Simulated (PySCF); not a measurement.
Molecule: Te(F)(tBu), SMILES CC(C)(C)[Te]F (C4H9FTe), singlet. Atoms near the plane z = 1.0 Å, at the GFN2-xTB optimised geometry (x, y, z in Å): Te1 (0.0, -1.9, 0.0), F2 (2.0, -1.9, 0.0), C3 (0.0, 0.3, 0.0), C4 (0.7, 0.8, 1.2), C6 (-1.5, 0.7, 0.0), H7 (0.7, 1.9, 1.3), H8 (1.7, 0.5, 1.2), H9 (0.2, 0.5, 2.1), H14 (-2.0, 0.3, 0.9), H15 (-1.6, 1.8, 0.0).

Calculation: CAM-B3LYP/def2-TZVP, def2 effective core potentials past Kr run with PySCF 2.14.0. The core electrons that the potentials of Te replace are not part of the density. Cells within 0.4 Å of a nucleus heavier than hydrogen are left out (blank, or x). The values are rescaled to run from 0 to 1.

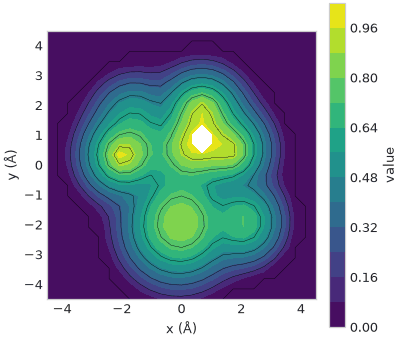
Figure. a field on the plane z = 1.0 Å.

Task: Which quantity is mapped?
(A) Laplacian of the electron density
(B) log10 of the electron density
(C) electron localisation function
(D) an orbital amplitude

Result: B, log10 of the electron density. In full: log10 of the electron density (e/bohr³), floored at −4.
